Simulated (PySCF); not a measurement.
**NMR shielding calculation of C₄H₁₃NSSi₂**

The run: NMR shielding calculation of C₄H₁₃NSSi₂. Method and program: GIAO PBE0/pcSseg-1 NMR shielding, non-relativistic, gas phase (PySCF 2.14.0).

The geometry comes from this level: GFN2-xTB. It belongs to a series of runs on one base structure; here: H on N replaced by allyl. Figures and captions count atoms from 1; the log counts them from 0 in places.

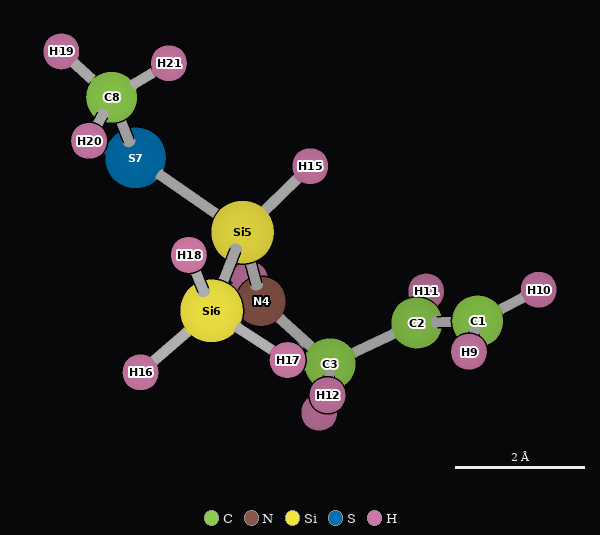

**Figure 1.** The structure as given in the input (ball-and-stick view, seen at a tilt; atoms are numbered from 1 in the order of the input).

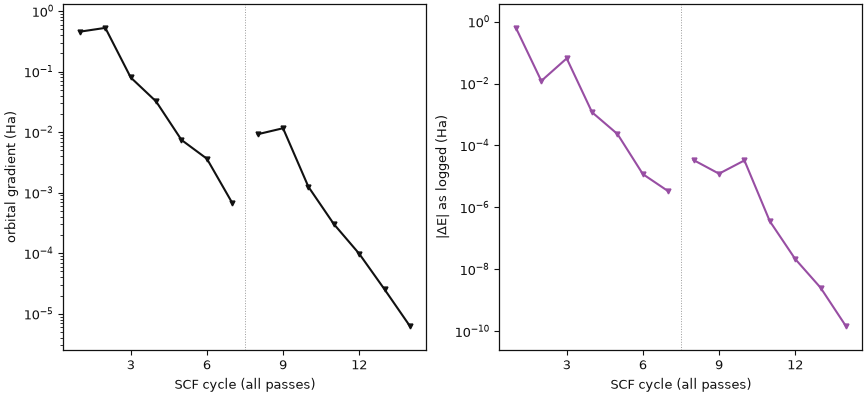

**Figure 2.** Convergence of the self-consistent field: orbital gradient and size of the energy change against the SCF cycle. The dotted line marks the change from a coarse to the final integration grid. The first 7 cycles use a coarse grid, the final grid takes over at cycle 8, and the field converges after 14 cycles in all.

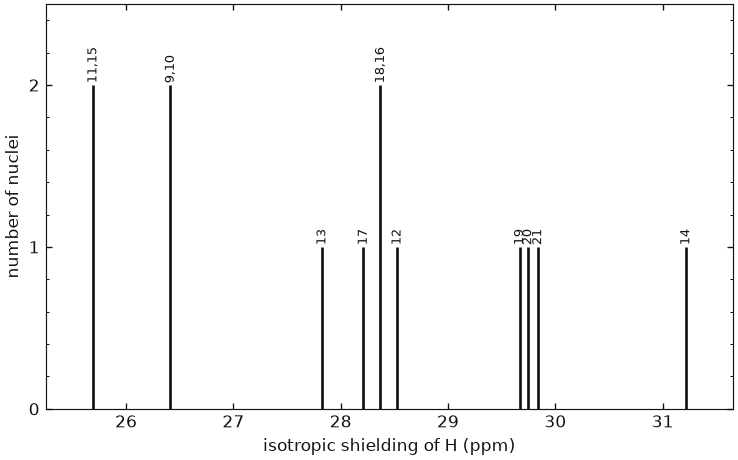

**Figure 3.** Isotropic shieldings of the hydrogen nuclei in this fixed geometry, labelled by atom number; shielding grows to the right, so chemical shift grows to the left. The least shielded is H11 (25.7 ppm), the most shielded H14 (31.2 ppm).

These pictures come from the run below.

### Input
```
{"job": {"kind": "nmr", "xc": "PBE0", "basis": "pcSseg-1"}, "charge": 0, "multiplicity": 1}
C     -3.202201     0.281459    -0.733975
C     -2.743886     0.468095     0.488718
C     -1.832761    -0.486182     1.200232
N     -0.535509     0.094851     1.469035
Si     0.614609     0.306831     0.216557
Si     1.136196    -1.753859    -0.700762
S      2.238762     1.238867     1.292188
C      3.471367     1.219697    -0.038128
H     -2.969900    -0.611306    -1.291789
H     -3.835870     1.000210    -1.225137
H     -2.979061     1.372479     1.034524
H     -1.677794    -1.375343     0.584957
H     -2.284955    -0.794904     2.149722
H     -0.568371     0.785260     2.205560
H      0.256743     1.323872    -0.798998
H      1.589569    -2.755302     0.267871
H     -0.032409    -2.313995    -1.387589
H      2.193730    -1.649894    -1.714333
H      4.344298     1.750267     0.327431
H      3.734363     0.193329    -0.277204
H      3.074160     1.722511    -0.914648
```

The first line tells a small driver script what to run in PySCF; the rest is the geometry in Å.

Run as:
```bash
OMP_NUM_THREADS=1 python <driver script> task.json out
```

### Output
```
coarse grid: 18344 points
cycle   1  E = -1191.3717258618  dE =  6.273e-01  |g| = 4.572e-01  |ddm| = 4.081e+00
cycle   2  E = -1191.3595741191  dE =  1.215e-02  |g| = 5.280e-01  |ddm| = 1.081e+00
cycle   3  E = -1191.4244835426  dE = -6.491e-02  |g| = 8.003e-02  |ddm| = 6.439e-01
cycle   4  E = -1191.4256594097  dE = -1.176e-03  |g| = 3.217e-02  |ddm| = 1.031e-01
cycle   5  E = -1191.4258930953  dE = -2.337e-04  |g| = 7.440e-03  |ddm| = 3.636e-02
cycle   6  E = -1191.4259049560  dE = -1.186e-05  |g| = 3.643e-03  |ddm| = 1.072e-02
cycle   7  E = -1191.4259082758  dE = -3.320e-06  |g| = 6.766e-04  |ddm| = 3.330e-03
final grid: 161264 points
cycle   8  E = -1191.4718351792  dE = -3.367e-05  |g| = 9.243e-03  |ddm| = 2.840e-02
cycle   9  E = -1191.4718229355  dE =  1.224e-05  |g| = 1.162e-02  |ddm| = 1.946e-02
cycle  10  E = -1191.4718557930  dE = -3.286e-05  |g| = 1.251e-03  |ddm| = 1.149e-02
cycle  11  E = -1191.4718561510  dE = -3.580e-07  |g| = 3.039e-04  |ddm| = 1.220e-03
cycle  12  E = -1191.4718561725  dE = -2.154e-08  |g| = 9.825e-05  |ddm| = 3.664e-04
cycle  13  E = -1191.4718561751  dE = -2.547e-09  |g| = 2.528e-05  |ddm| = 1.179e-04
cycle  14  E = -1191.4718561752  dE = -1.455e-10  |g| = 6.248e-06  |ddm| = 2.916e-05
converged SCF energy = -1191.4718561752

GIAO shielding tensors (ppm)
atom      isotropic    diamagn.    paramagn.     s11        s22        s33       span
  0 C       65.930     254.255    -188.325    -43.159     80.689    160.262    203.421
  1 C       38.867     258.714    -219.848    -81.803     47.848    150.555    232.358
  2 C      134.595     244.418    -109.823    112.830    139.022    151.934     39.104
  3 N      235.157     325.862     -90.705    198.979    233.901    272.590     73.611
  4 Si     356.279     881.990    -525.711    297.227    358.193    413.417    116.190
  5 Si     475.946     882.322    -406.376    448.105    479.432    500.299     52.194
  6 S      716.474    1060.516    -344.041    603.716    652.800    892.907    289.191
  7 C      175.370     252.166     -76.795    165.123    171.047    189.940     24.817
  8 H       26.392      32.084      -5.692     23.005     25.985     30.187      7.182
  9 H       26.435      28.299      -1.865     23.705     25.583     30.015      6.310
 10 H       25.671      30.963      -5.291     22.522     26.141     28.352      5.830
 11 H       28.525      32.371      -3.846     24.313     28.978     32.285      7.971
 12 H       27.825      29.054      -1.229     22.818     26.854     33.804     10.986
 13 H       31.216      34.848      -3.632     21.219     31.888     40.542     19.323
 14 H       25.712      32.325      -6.613     22.198     24.981     29.956      7.758
 15 H       28.371      30.241      -1.870     25.312     25.777     34.023      8.711
 16 H       28.211      31.050      -2.839     24.321     26.992     33.319      8.998
 17 H       28.371      30.550      -2.179     24.571     27.102     33.439      8.868
 18 H       29.667      28.256       1.411     23.729     26.706     38.565     14.836
 19 H       29.743      30.768      -1.025     23.416     28.775     37.038     13.622
 20 H       29.836      31.174      -1.338     24.575     27.579     37.353     12.778
```

### Key numbers

```json
{"quantity": "outcome", "value": "converged"}
{"quantity": "total energy", "value": "−1191.471856 hartree"}
{"quantity": "HOMO", "value": "−6.59 eV"}
{"quantity": "LUMO", "value": "−0.42 eV"}
{"quantity": "dipole moment", "value": "1.11 D"}
{"quantity": "isotropic shielding, C", "value": "38.9 to 175.4 ppm"}
{"quantity": "isotropic shielding, N", "value": "235.2 ppm"}
{"quantity": "isotropic shielding, Si", "value": "356.3 to 475.9 ppm"}
{"quantity": "isotropic shielding, S", "value": "716.5 ppm"}
{"quantity": "isotropic shielding, H", "value": "25.7 to 31.2 ppm"}
{"quantity": "hardware", "value": "1 CPU thread, shared host"}
{"quantity": "wall time", "value": "86 s"}
{"quantity": "peak memory", "value": "1.1 GiB"}
```
